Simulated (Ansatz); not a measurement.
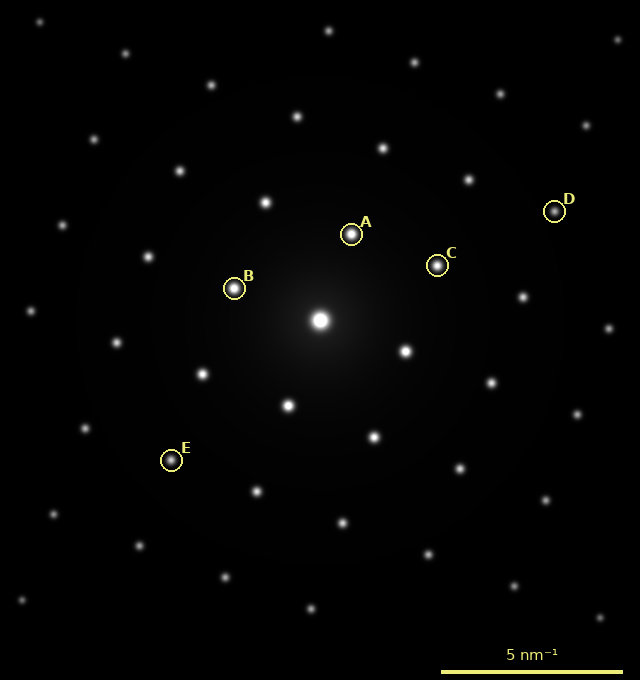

Kinematic zone-axis pattern, calculated for 100 keV electrons with B = 0.8 Å². The zone axis points towards the electron source and the pattern is seen from the source side.

The sample is Rb, space group Im-3m (No. 229), a = 5.59 Å. Structure: the input geometry of an electronic-structure calculation (not necessarily at equilibrium).

```json
{"atom": "Rb", "site": "2a", "symmetry": "m-3m", "x": "0.0000", "y": "0.0000", "z": "0.0000"}
```

Spot A is indexed -1 -1 0 and spot B 1 -1 0.

**Index the other marked spots.**

C = A − B = -2 0 0 (d = 2.795 Å). D = 2A − 2B = -4 0 0 (d = 1.397 Å). E = −2A + B = 3 1 0 (d = 1.768 Å).

**Which zone axis is this?**

The cross product of A and B is parallel to [001]; every spot obeys hu + kv + lw = 0.
